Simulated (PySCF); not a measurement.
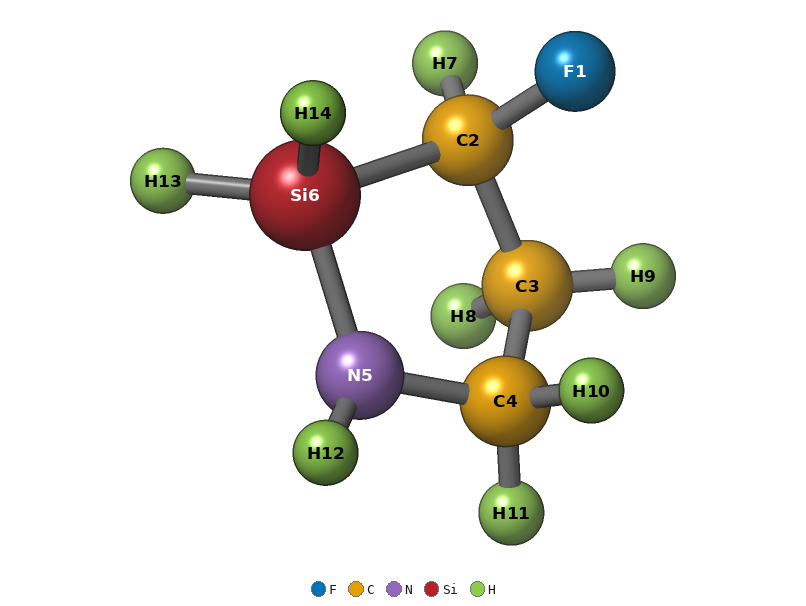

The geometry was computed by an optimisation with GFN2-xTB. No frequency run is at hand to confirm it as a minimum. Method: delta-SCF UKS SCAN, pcX-2 on the ionised atom, pcseg-1 elsewhere, spin-free X2C (PySCF 2.14.0).

Give the core-electron binding energies (to vacuum; p and d levels without spin–orbit splitting) of F1 1s, C2 1s, C3 1s, C4 1s, N5 1s, Si6 1s, Si6 2p.

```json
{"atom": "F1", "level": "1s", "binding energy (eV)": "691.8"}
{"atom": "C2", "level": "1s", "binding energy (eV)": "292.1"}
{"atom": "C3", "level": "1s", "binding energy (eV)": "290.7"}
{"atom": "C4", "level": "1s", "binding energy (eV)": "291.5"}
{"atom": "N5", "level": "1s", "binding energy (eV)": "404.3"}
{"atom": "Si6", "level": "1s", "binding energy (eV)": "1846.5"}
{"atom": "Si6", "level": "2p", "binding energy (eV)": "106.9"}
```

The geometry is semi-empirical. Around Si such bond lengths and angles can be off by a tenth of an ångström or more and by several degrees, and values that hang on the shape move with them.
